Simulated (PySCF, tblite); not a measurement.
**C2H16BNSi4: geometry, infrared bands and NMR shifts**

Aim: predict the infrared bands and NMR shifts of C2H16BNSi4 (`CC[SiH2][SiH2][Si@H](N)B[SiH3]`).

Computed with tblite 0.8.0 and PySCF 2.14.0, with density-fitted response routines of our own, on a single molecule in the gas phase. Atoms count from 0, in the outputs and in this text.

**1. Starting geometry**

24 atoms, charge 0, multiplicity 1; geometry from: force field or distance geometry start.

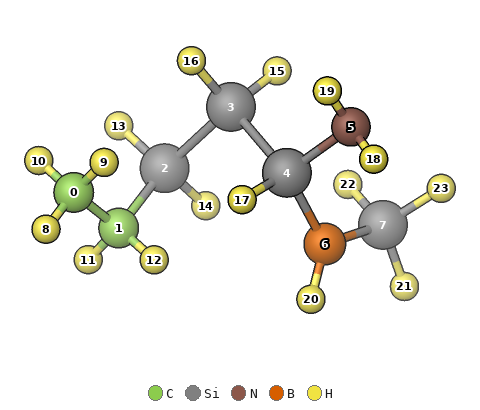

The starting geometry (carbon green, silicon grey, nitrogen brown, boron orange, hydrogen yellow), atoms numbered.

**2. Optimising the geometry with GFN2-xTB**

The job: settings as JSON, then the geometry in Å.

```
{"job": {"kind": "relax", "xc": "GFN2-xTB", "basis": "xTB"}, "charge": 0, "multiplicity": 1}
C      3.207700     0.071200     0.721100
C      2.255700     1.137900     0.149400
Si     1.460900     0.548100    -1.425500
Si     0.198200    -1.247000    -1.043900
Si    -1.090200    -0.858300     0.750000
N     -2.322900    -2.148500     0.888100
B     -1.964800     0.861500     0.516900
Si    -3.071600     1.182400    -1.029800
H      3.687500     0.457700     1.644700
H      2.630400    -0.847700     0.985600
H      3.988100    -0.175300    -0.018300
H      2.829300     2.057500    -0.051100
H      1.464100     1.365700     0.913100
H      2.485300     0.233400    -2.431900
H      0.580500     1.632200    -1.936400
H     -0.649600    -1.523000    -2.194900
H      1.064300    -2.408400    -0.758300
H     -0.255900    -0.827800     1.952600
H     -2.858500    -1.948300     1.768700
H     -1.793600    -3.037800     1.058800
H     -1.790800     1.725500     1.313300
H     -3.605700     2.552000    -0.985900
H     -2.262600     1.006900    -2.236300
H     -4.197200     0.209900    -1.040400
```

The run is started by

```
OMP_NUM_THREADS=1 python probes_run.py task.json out
```

This one command runs all jobs of the session in turn.

The program printed:

```text
step      E/eV     max force
  0    -637.59741    1.921
  1    -637.79219    1.003
  2    -637.88054    0.571
  3    -637.92346    0.674
  4    -638.00142    0.725
  5    -638.04360    0.530
  6    -638.07774    0.412
  7    -638.10121    0.405
  8    -638.11890    0.318
  9    -638.13054    0.201
 10    -638.13799    0.157
 11    -638.14253    0.137
 12    -638.14527    0.103
 13    -638.14728    0.121
 14    -638.14917    0.113
 15    -638.15096    0.102
 16    -638.15267    0.085
 17    -638.15430    0.088
 18    -638.15602    0.109
 19    -638.15796    0.113
 20    -638.15982    0.119
 21    -638.16118    0.092
 22    -638.16213    0.085
 23    -638.16302    0.066
 24    -638.16410    0.091
 25    -638.16537    0.120
 26    -638.16663    0.117
 27    -638.16770    0.098
 28    -638.16864    0.083
 29    -638.16961    0.095
 30    -638.17074    0.093
 31    -638.17214    0.109
 32    -638.17387    0.122
 33    -638.17575    0.112
 34    -638.17747    0.094
 35    -638.17891    0.098
 36    -638.18023    0.092
 37    -638.18172    0.117
 38    -638.18346    0.123
 39    -638.18526    0.106
 40    -638.18685    0.117
 41    -638.18823    0.085
 42    -638.18963    0.100
 43    -638.19101    0.096
 44    -638.19200    0.086
 45    -638.19262    0.078
 46    -638.19327    0.061
 47    -638.19407    0.049
 48    -638.19461    0.050
 49    -638.19531    0.056
 50    -638.19583    0.055
 51    -638.19637    0.045
 52    -638.19688    0.054
 53    -638.19742    0.062
 54    -638.19794    0.050
 55    -638.19842    0.050
 56    -638.19888    0.046
 57    -638.19939    0.052
 58    -638.19999    0.066
 59    -638.20064    0.061
 60    -638.20125    0.052
 61    -638.20184    0.066
 62    -638.20253    0.080
 63    -638.20333    0.070
 64    -638.20413    0.059
 65    -638.20479    0.054
 66    -638.20538    0.068
 67    -638.20613    0.076
 68    -638.20724    0.089
 69    -638.20861    0.078
 70    -638.20969    0.053
 71    -638.21033    0.057
 72    -638.21074    0.064
 73    -638.21112    0.052
 74    -638.21156    0.042
 75    -638.21205    0.044
 76    -638.21244    0.042
 77    -638.21298    0.055
 78    -638.21361    0.053
 79    -638.21413    0.033
 80    -638.21442    0.026
 81    -638.21461    0.025
 82    -638.21481    0.028
 83    -638.21505    0.032
 84    -638.21531    0.024
 85    -638.21554    0.028
 86    -638.21574    0.025
 87    -638.21595    0.031
 88    -638.21615    0.030
 89    -638.21632    0.027
 90    -638.21651    0.032
 91    -638.21674    0.034
 92    -638.21705    0.038
 93    -638.21744    0.051
 94    -638.21785    0.045
 95    -638.21824    0.035
 96    -638.21856    0.043
 97    -638.21884    0.045
 98    -638.21914    0.045
 99    -638.21953    0.055
100    -638.22008    0.053
101    -638.22065    0.044
102    -638.22105    0.036
103    -638.22126    0.032
104    -638.22144    0.032
105    -638.22172    0.031
106    -638.22212    0.039
107    -638.22253    0.047
108    -638.22290    0.051
109    -638.22323    0.049
110    -638.22352    0.043
111    -638.22375    0.024
112    -638.22390    0.028
113    -638.22402    0.025
114    -638.22412    0.026
115    -638.22423    0.024
116    -638.22432    0.023
117    -638.22439    0.020
118    -638.22446    0.016
119    -638.22454    0.016
120    -638.22461    0.018
121    -638.22469    0.020
122    -638.22478    0.019
123    -638.22485    0.015
124    -638.22491    0.013
125    -638.22496    0.015
126    -638.22502    0.018
127    -638.22510    0.021
128    -638.22518    0.016
129    -638.22526    0.019
130    -638.22534    0.022
131    -638.22543    0.023
132    -638.22552    0.019
133    -638.22559    0.018
134    -638.22563    0.017
135    -638.22568    0.016
136    -638.22576    0.019
137    -638.22587    0.026
138    -638.22600    0.022
139    -638.22609    0.019
140    -638.22616    0.015
141    -638.22621    0.017
142    -638.22628    0.018
143    -638.22635    0.018
144    -638.22643    0.018
145    -638.22650    0.016
146    -638.22654    0.012
147    -638.22658    0.013
148    -638.22661    0.011
149    -638.22663    0.013
150    -638.22667    0.013
151    -638.22669    0.011
152    -638.22671    0.008
```

It took 7.2 s on 1 thread of Intel Xeon at 2.50GHz, shared host; peak memory 0.18 GiB.

Along the way: (not every step is listed)

```csv
step,energy from step 0 (eV),largest force (eV/Å)
0,0.0000,1.9213
1,-0.1948,1.0027
2,-0.2831,0.5707
3,-0.3261,0.6740
4,-0.4040,0.7254
5,-0.4462,0.5304
6,-0.4803,0.4123
7,-0.5038,0.4053
8,-0.5215,0.3180
21,-0.5638,0.0923
34,-0.5801,0.0941
47,-0.5967,0.0485
60,-0.6038,0.0522
73,-0.6137,0.0521
86,-0.6183,0.0249
99,-0.6221,0.0547
112,-0.6265,0.0277
125,-0.6276,0.0148
138,-0.6286,0.0222
147,-0.6292,0.0127
148,-0.6292,0.0114
149,-0.6292,0.0127
150,-0.6293,0.0128
151,-0.6293,0.0114
152,-0.6293,0.0084
```

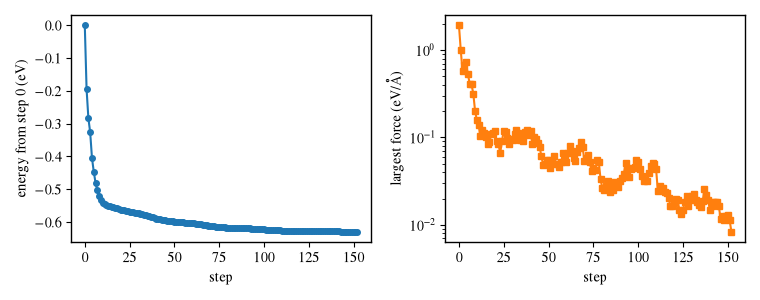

Energy and largest force along the relaxation.

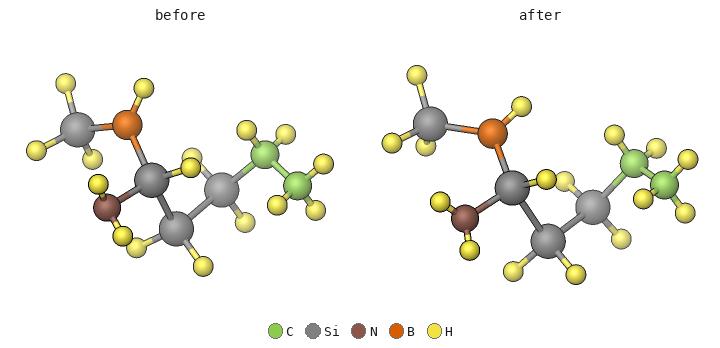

The geometry before (left) and after (right).

Distances of close pairs at the start and the end, largest changes first:

```csv
bond,before (Å),after (Å),change (Å)
Si3–Si4,2.243,2.355,+0.112
Si2–Si3,2.228,2.312,+0.085
Si4–N5,1.790,1.736,-0.054
C1–Si2,1.860,1.908,+0.048
N5–H18,1.050,1.007,-0.043
N5–H19,1.049,1.007,-0.042
C1–H12,1.123,1.092,-0.031
B6–Si7,1.929,1.959,+0.031
```

The final coordinates are the input of the step that follows.

**3. Harmonic vibrations with GFN2-xTB**

The job: settings as JSON, then the geometry in Å.

```
{"job": {"kind": "ir", "xc": "GFN2-xTB", "basis": "xTB"}, "charge": 0, "multiplicity": 1}
C      3.250199     0.266969     0.891050
C      2.475551     1.220878    -0.008789
Si     1.761380     0.355078    -1.551739
Si     0.441569    -1.427649    -0.898136
Si    -1.161666    -0.887007     0.739412
N     -2.382513    -2.101221     0.517832
B     -1.874435     0.887286     0.418637
Si    -3.520755     1.270112    -0.572351
H      3.656645     0.786472     1.758105
H      2.606771    -0.535657     1.248547
H      4.079848    -0.181032     0.347615
H      3.132408     2.039668    -0.307070
H      1.664972     1.673335     0.566137
H      2.900354     0.028640    -2.423216
H      0.989968     1.374661    -2.284261
H     -0.212437    -2.010789    -2.081542
H      1.279020    -2.549397    -0.426400
H     -0.475795    -1.078750     2.052900
H     -3.271116    -2.008149     0.982394
H     -2.118250    -3.072293     0.496530
H     -1.197689     1.796615     0.736127
H     -4.169167     2.556596    -0.252389
H     -3.259395     1.329303    -2.023510
H     -4.607201     0.286097    -0.416359
```

The program printed:

```text
mode    cm-1     km/mol
  1      -6.5      0.24
  2      18.4      0.12
  3      24.1      0.42
  4      27.6      0.22
  5      65.2      0.53
  6      71.8      0.61
  7      98.5      0.46
  8     113.3      0.34
  9     150.2      0.06
 10     159.8      2.34
 11     211.1     14.16
 12     224.8      0.38
 13     242.2      9.58
 14     273.5      2.63
 15     331.0     22.89
 16     370.4      4.93
 17     373.9     38.83
 18     405.1     10.03
 19     457.7     42.52
 20     470.7     13.44
 21     499.3    108.09
 22     521.7     20.67
 23     555.5     39.39
 24     570.8     28.08
 25     587.4    468.74
 26     600.5    257.73
 27     629.3     12.51
 28     645.6     70.40
 29     694.9     85.03
 30     711.0     85.33
 31     750.2    186.93
 32     774.5     20.86
 33     799.0    126.74
 34     810.0    123.43
 35     810.9    110.33
 36     815.1    460.51
 37     842.0    229.09
 38     853.4    204.57
 39     879.1    214.44
 40     976.7     23.53
 41     988.3      3.93
 42    1019.3      4.51
 43    1079.6      7.54
 44    1245.3      5.67
 45    1289.9      1.36
 46    1421.0      2.07
 47    1492.4      1.15
 48    1510.6      1.19
 49    1515.9      2.38
 50    1540.5     48.56
 51    1978.5    345.93
 52    2112.8    202.96
 53    2150.3    289.24
 54    2156.8     63.94
 55    2160.0    559.02
 56    2161.8    686.08
 57    2178.0    255.34
 58    2183.1    250.52
 59    2593.2     98.41
 60    2961.3     50.27
 61    2979.2     20.48
 62    3006.5     65.07
 63    3014.5     48.69
 64    3027.5     26.58
 65    3474.5      0.35
 66    3506.3      1.01
```

It took 6.7 s on 1 thread of Intel Xeon at 2.50GHz, shared host; peak memory 0.18 GiB.

The strongest bands and the atoms that carry them (share of the mass-weighted mode):

```
cm⁻¹  km/mol                                  atoms
 587   468.7  H15 22 %, H16 16 %, B6 15 %, H13 15 %
 600   257.7            B6 27 %, H16 15 %, H17 13 %
 815   460.5           H22 29 %, H21 26 %, H23 15 %
1978   345.9                               H17 97 %
2150   289.2                     H22 69 %, H14 11 %
2160   559.0           H21 51 %, H15 32 %, H23 14 %
2162   686.1           H14 53 %, H22 22 %, H15 11 %
2178   255.3                     H23 73 %, H21 21 %
```

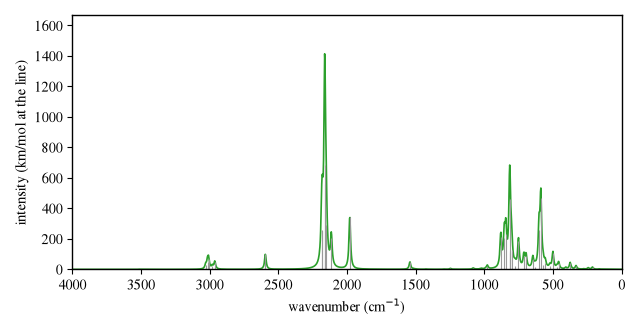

The infrared spectrum from these modes, unscaled. Lines are broadened to a width of 14 cm⁻¹ (Lorentzian).

**4. NMR shieldings: PBE0/pcSseg-1**

Same as in step 3 but for these lines:

```diff
@@ -1,2 +1,2 @@
-{"job": {"kind": "ir", "xc": "GFN2-xTB", "basis": "xTB"}, "charge": 0, "multiplicity": 1}
+{"job": {"kind": "nmr", "xc": "PBE0", "basis": "pcSseg-1"}, "charge": 0, "multiplicity": 1}
 C      3.250199     0.266969     0.891050
```

Method: GIAO PBE0/pcSseg-1 NMR shielding, non-relativistic, gas phase.

The program printed:

```text
coarse grid: 20736 points
cycle   1  E = -1322.5254808989  dE =  1.725e-01  |g| = 5.281e-01  |ddm| = 4.266e+00
cycle   2  E = -1322.4802230797  dE =  4.526e-02  |g| = 6.911e-01  |ddm| = 1.277e+00
cycle   3  E = -1322.5919456211  dE = -1.117e-01  |g| = 5.940e-02  |ddm| = 8.493e-01
cycle   4  E = -1322.5926166647  dE = -6.710e-04  |g| = 2.749e-02  |ddm| = 1.036e-01
cycle   5  E = -1322.5927985070  dE = -1.818e-04  |g| = 6.265e-03  |ddm| = 3.205e-02
cycle   6  E = -1322.5928083909  dE = -9.884e-06  |g| = 1.358e-03  |ddm| = 8.703e-03
final grid: 178272 points
cycle   7  E = -1322.6322614033  dE = -3.413e-05  |g| = 8.124e-03  |ddm| = 2.819e-02
cycle   8  E = -1322.6322504231  dE =  1.098e-05  |g| = 1.053e-02  |ddm| = 1.774e-02
cycle   9  E = -1322.6322776912  dE = -2.727e-05  |g| = 5.732e-04  |ddm| = 1.019e-02
cycle  10  E = -1322.6322777504  dE = -5.921e-08  |g| = 2.590e-04  |ddm| = 9.312e-04
cycle  11  E = -1322.6322777665  dE = -1.607e-08  |g| = 4.995e-05  |ddm| = 3.220e-04
cycle  12  E = -1322.6322777671  dE = -5.684e-10  |g| = 1.993e-05  |ddm| = 8.492e-05
converged SCF energy = -1322.6322777671

GIAO shielding tensors (ppm)
atom      isotropic    diamagn.    paramagn.     s11        s22        s33       span
  0 C      172.939     248.091     -75.152    164.978    168.335    185.504     20.527
  1 C      180.595     254.406     -73.812    174.419    181.610    185.754     11.335
  2 Si     417.575     882.077    -464.502    386.057    405.033    461.634     75.577
  3 Si     466.218     883.193    -416.975    422.885    473.220    502.550     79.665
  4 Si     390.525     881.922    -491.397    343.281    359.150    469.146    125.865
  5 N      261.407     315.048     -53.641    228.614    256.068    299.539     70.925
  6 B      -50.419     204.406    -254.825   -217.761    -85.558    152.062    369.823
  7 Si     462.024     879.609    -417.585    439.086    457.185    489.802     50.716
  8 H       30.205      28.577       1.629     25.169     27.415     38.032     12.863
  9 H       30.839      32.433      -1.594     25.611     31.183     35.724     10.112
 10 H       30.781      28.954       1.826     26.732     28.553     37.057     10.325
 11 H       30.710      30.181       0.529     25.534     28.473     38.123     12.588
 12 H       31.031      35.066      -4.035     27.422     28.359     37.313      9.891
 13 H       27.855      30.546      -2.691     24.068     25.744     33.754      9.686
 14 H       28.007      31.348      -3.341     24.998     25.916     33.107      8.109
 15 H       28.333      31.118      -2.785     24.501     26.490     34.009      9.507
 16 H       27.915      31.119      -3.204     24.556     26.482     32.708      8.152
 17 H       25.464      31.272      -5.808     20.723     25.430     30.239      9.516
 18 H       31.252      30.280       0.972     23.598     27.013     43.146     19.547
 19 H       31.666      30.721       0.945     23.251     29.245     42.503     19.252
 20 H       17.571      32.970     -15.399     -1.963     25.185     29.492     31.454
 21 H       27.845      27.961      -0.116     24.267     26.032     33.235      8.968
 22 H       27.683      27.838      -0.155     24.987     26.369     31.694      6.707
 23 H       27.563      28.357      -0.794     23.613     27.870     31.206      7.593
```

It took 3.8 min on 1 thread of Intel Xeon at 2.50GHz, shared host; peak memory 1.1 GiB.

The references, computed at this level on geometries of the same kind, shield at (ppm): ¹H TMS 31.72, ¹³C TMS 186.9, ²⁹Si TMS 349.2, ¹⁵N NH3 267.7, ¹¹B BF3·OEt2 100.1. Their shielding less the atom's gives the shift. The references are single molecules in the gas phase, so shifts against H2O, NH3, PH3, H3PO4 or CFCl3 are not on the usual liquid scales and can be off by tens of ppm. Atoms listed in one row are averaged.

| atoms | environment | σ (ppm) | δ (ppm) | δ scaled to CDCl3 |
| --- | --- | --- | --- | --- |
| C0 | methyl carbon | 172.9 | 14.0 | 11.7 |
| C1 | sp3 CH2 bonded to Si | 180.6 | 6.3 | 4.3 |
| H20 | hydrogen on a boron bonded to 2 Si | 17.57 | 14.15 | – |
| H17 | hydrogen on a silicon bonded to B, N, Si | 25.46 | 6.25 | – |
| H21, H22, H23 | hydrogen on a silicon bonded to B | 27.70 | 4.02 | – |
| H13 | hydrogen on a silicon bonded to C, Si | 27.86 | 3.86 | – |
| H16 | hydrogen on a silicon bonded to 2 Si | 27.92 | 3.80 | – |
| H14 | hydrogen on a silicon bonded to C, Si | 28.01 | 3.71 | – |
| H15 | hydrogen on a silicon bonded to 2 Si | 28.33 | 3.38 | – |
| H8, H9, H10 | hydrogen on a methyl carbon | 30.61 | 1.11 | 1.15 |
| H11 | hydrogen on an sp3 CH2 bonded to Si | 30.71 | 1.01 | 1.05 |
| H12 | hydrogen on an sp3 CH2 bonded to Si | 31.03 | 0.69 | 0.75 |
| H18, H19 | hydrogen on a nitrogen bonded to Si | 31.46 | 0.26 | – |
| Si4 | silicon bonded to B, N, Si, H | 390.5 | -41.4 | – |
| Si2 | silicon bonded to C, Si, 2 H | 417.6 | -68.4 | – |
| Si7 | silicon bonded to B, 3 H | 462.0 | -112.9 | – |
| Si3 | silicon bonded to 2 Si, 2 H | 466.2 | -117.1 | – |
| N5 | nitrogen bonded to Si, 2 H | 261.4 | 6.3 | – |
| B6 | boron bonded to 2 Si, H | -50.4 | 150.5 | – |

The scaled column applies a straight-line fit of computed shieldings to shifts measured in CDCl3 (root-mean-square error 0.16 ppm for H, 1.9 ppm for C).

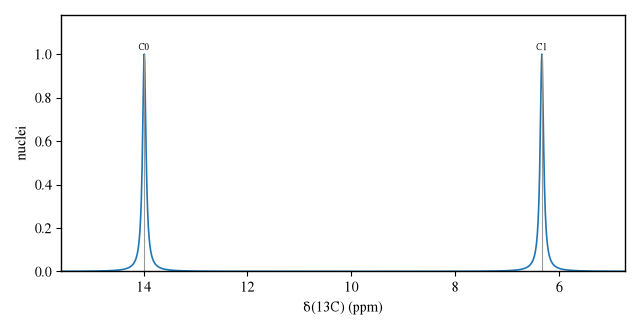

¹³C lines at the computed shifts, without couplings. Lines are broadened to a width of 0.08 ppm (Lorentzian).

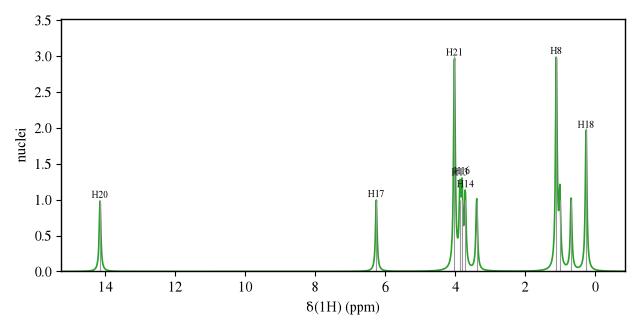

¹H lines at the computed shifts, without couplings. Lines are broadened to a width of 0.06 ppm (Lorentzian).

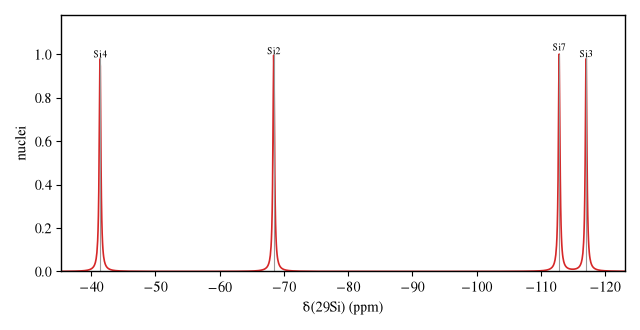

²⁹Si lines at the computed shifts, without couplings. Lines are broadened to a width of 0.30 ppm (Lorentzian).

Charges from the same density, by scheme (e):

```csv
atoms,Mulliken,IAO,Hirshfeld,ESP fit
C0,-0.30,-0.41,-0.12,-0.27
C1,-0.56,-0.52,-0.15,-0.09
Si2,0.34,0.46,0.24,0.15
Si3,-0.07,0.12,0.15,0.08
Si4,0.50,0.65,0.23,0.54
N5,-0.63,-0.84,-0.32,-1.15
B6,-0.44,-0.37,0.01,0.11
Si7,0.36,0.44,0.23,0.24
```

Mulliken charges:

C0 -0.30; C1 -0.56; Si2 0.34; Si3 -0.07; Si4 0.50; N5 -0.63; B6 -0.44; Si7 0.36; H8 0.12; H9 0.13; H10 0.12; H11 0.15; H12 0.15; H13 -0.05; H14 -0.05; H15 0.00; H16 -0.01; H17 -0.05; H18 0.19; H19 0.20; H20 0.12; H21 -0.07; H22 -0.05; H23 -0.08

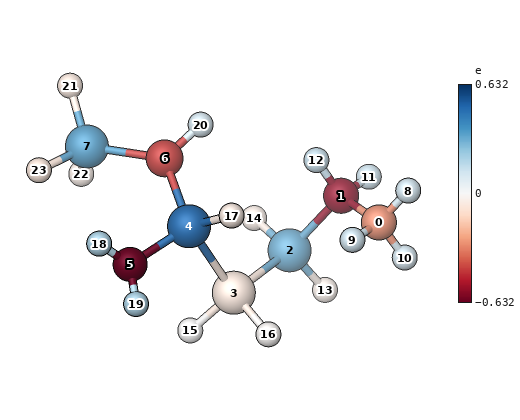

Mulliken charges, as colours on the atoms.

Mayer bond orders: C0–C1 1.05, C1–Si2 0.92, Si2–Si3 0.90, Si3–Si4 0.86, Si4–N5 1.00, Si4–B6 0.95, B6–Si7 0.94.

Orbitals, density, ELF and potential are computed afterwards from the orbital file.

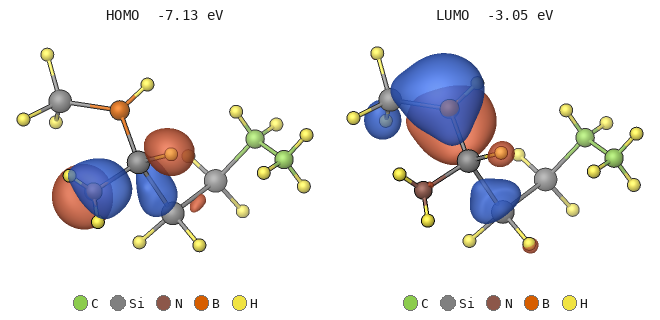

Frontier orbitals at PBE0/pcSseg-1; each surface holds 70 % of the orbital's density, blue and red mark the sign.

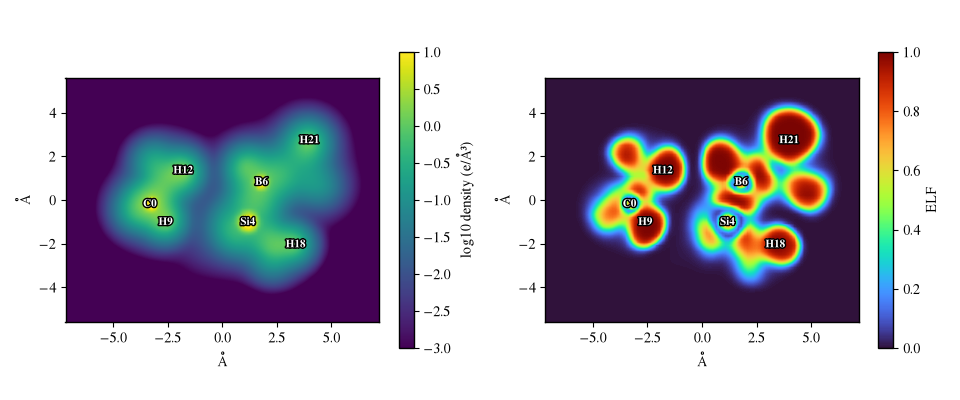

Density (left) and ELF (right) in a plane through or near 7 of the atoms.

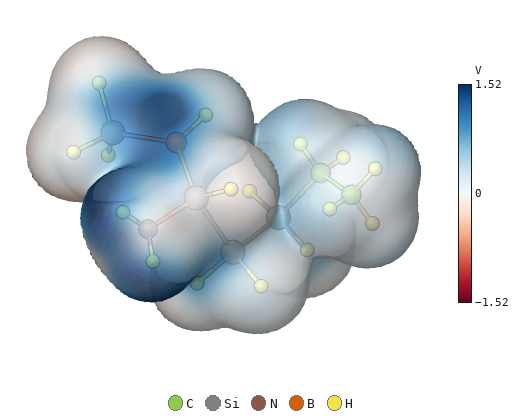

The potential that a unit positive charge feels on the 0.002 e/bohr³ surface, from -1.05 V near N5 to 1.52 V near B6.

**5. Results**

```
                                                              quantity                                                                  value
                             strongest single infrared mode (GFN2-xTB)                                                  2162 cm⁻¹, 686 km/mol
                                          zero-point energy (GFN2-xTB)                                                         104.6 kcal/mol
                                ¹³C shifts against TMS (PBE0/pcSseg-1)                                                          14.0, 6.3 ppm
¹H shifts against TMS (PBE0/pcSseg-1, means over atoms taken as alike)  14.15, 6.25, 4.02, 3.86, 3.80, 3.71, 3.38, 1.11, 1.01, 0.69, 0.26 ppm
                               ²⁹Si shifts against TMS (PBE0/pcSseg-1)                                       -41.4, -68.4, -112.9, -117.1 ppm
                                ¹⁵N shifts against NH3 (PBE0/pcSseg-1)                                                                6.3 ppm
                           ¹¹B shifts against BF3·OEt2 (PBE0/pcSseg-1)                                                              150.5 ppm
                                 surface potential, least and greatest                                                     -1.05 V and 1.52 V
```

**Reading.** Relaxing lowered the energy by 0.629 eV in 152 steps; the close pair that moved most is Si3–Si4, from 2.243 to 2.355 Å. The lowest mode is slightly imaginary (6i cm⁻¹), a soft motion within the noise of the Hessian, so the minimum is not strictly shown. GFN2-xTB is a fitted tight-binding method: band positions and strengths are rough. Its intensities can rank the bands wrongly. At PBE0/pcSseg-1: The largest span, 370 ppm, is at B6, where the paramagnetic term is -255 ppm. By nearest atom (PBE0/pcSseg-1), the HOMO sits on N5 51 %; H17 14 % and the LUMO on B6 56 %; H20 11 %.
